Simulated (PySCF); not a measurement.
Vertical excitations of a molecule C2H4O2 from PySCF with TDDFT-PBE/def2-SVPD, as energy in eV (oscillator strength): 5.65 (0.000), 6.36 (0.051), 7.20 (0.001), 7.73 (0.002), 8.19 (0.147), 8.32 (0.007), 8.36 (0.001), 8.53 (0.007), 8.56 (0.000), 8.77 (0.000). Lowest triplet (TDA): 5.12 eV. Coordinates come from a PBE0-D3(BJ)/def2-SVP optimisation. One conformer was computed; it need not be the lowest.

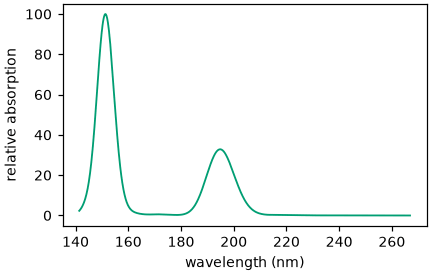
Fig. 1. The lines broadened by 0.4 eV.

**Question.** Which molecule gave these data?
A. C1OCO1
B. CC(=O)O
C. COC=O

**Answer.** B, CC(=O)O
